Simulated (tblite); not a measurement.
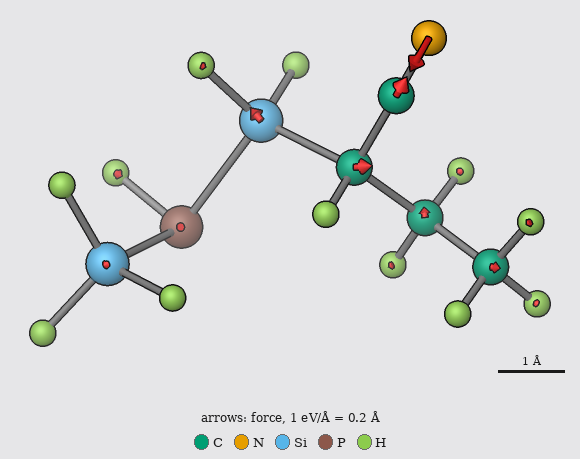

Starting geometry of C₄H₁₂NPSi₂ with the computed forces as red arrows. Style: ball-and-stick. Shown face on.

Level of theory: GFN2-xTB geometry optimisation, gas phase (tblite 0.8.0). 

### What follows when this structure is relaxed?

It isn't relaxed: the largest force vector, on the N atom, is 3.53 eV/Å. The final displacements have little in common with the starting forces (cosine between the two patterns 0.08). The largest move after the best rigid fit is that of an H atom, 0.88 Å. Largest moves by element: H 0.88 Å, N 0.67 Å, Si 0.49 Å, C 0.37 Å, P 0.28 Å. Near-neighbour distances that change, for instance: C–Si 1.875 → 1.924 Å, C–C 1.472 → 1.429 Å, H–P 1.416 → 1.378 Å, C–N 1.173 → 1.145 Å. Among the angles between lasting bonds that change: P–Si–H 108.3° → 115.8°, Si–P–Si 96.2° → 102.2°, C–Si–P 111.4° → 105.5°. After 195 geometry steps the energy has fallen by 6.15 kcal/mol.
